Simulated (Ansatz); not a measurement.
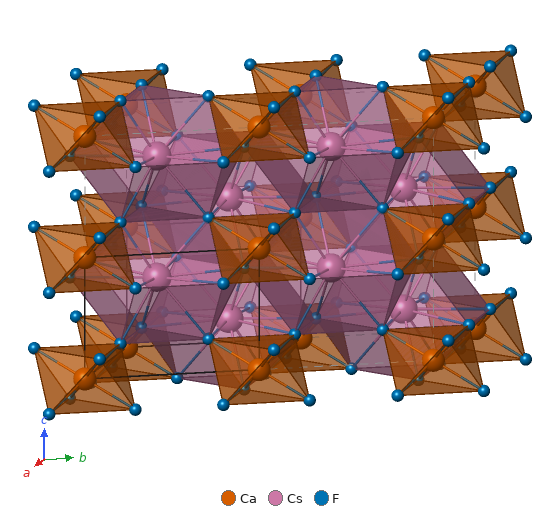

Polyhedra are drawn about Ca and Cs (bonds: Ca–F below 2.5 Å and Cs–F below 3.9 Å); other atoms are plain spheres.

System Cs₂CaF₆ (space group P-3m1, No. 164); source of the atomic positions: the geometry relaxed with DFT, PAW plane waves, pbe in Ansatz 0.2.0; the starting structure was generated, so it need not be a known form of this composition.

Q: What figure surrounds each Ca or Cs atom, and what does it share with the other drawn polyhedra?

A: Ca: CaF6 octahedron, sharing faces with six neighbours and corners with six neighbours; Cs: CsF12 anticuboctahedron, sharing corners with nine neighbours and faces with eleven neighbours.

Q: How do these polyhedra hang together as a whole?

A: They form a three-dimensional framework of corner- and face-sharing anticuboctahedra and octahedra.
